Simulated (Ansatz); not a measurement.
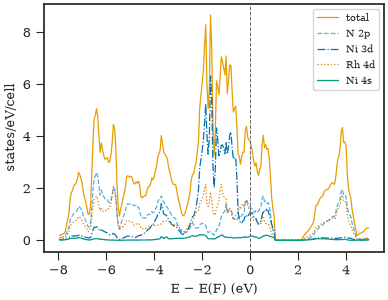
Total and projected density of states of NiRhN2 in space group R-3m (No. 166; Rh on 3b, Ni on 3a, N on 6c), r²SCAN (plane waves, PAW; program Ansatz)

Which orbitals carry the states next to the Fermi level?

Within 0.5 eV of the Fermi level: N 2p 35 %, Rh 4d 31 %, Ni 3d 26 %. Projections are on Löwdin-orthogonalised atomic valence shells; empty p or d shells of many metals are not among them.

Where is the tallest occupied peak in this window, and what makes it?

Near -1.6 eV, about 8.7 states/eV per cell; the largest projected share is Ni 3d.

The start of the workflow was typed in or built on a structure type; neither database checked (COD, Materials Project) lists it. Its standing as an ambient phase is unchecked. The cell was relaxed with r²SCAN under the symmetry of its start; whether a distortion lowers the energy is not shown. The workflow began spin-polarised and lost its moments. Its formation energy is positive at this level, so the cell may be metastable or incomplete. Spin–orbit coupling is left out wherever it is not named.

Potentials: the earlier of the program's two PAW sets. The files were generated under PBE; for other functionals the program regenerates the frozen cores, and for LDA and PBEsol the local potential too.
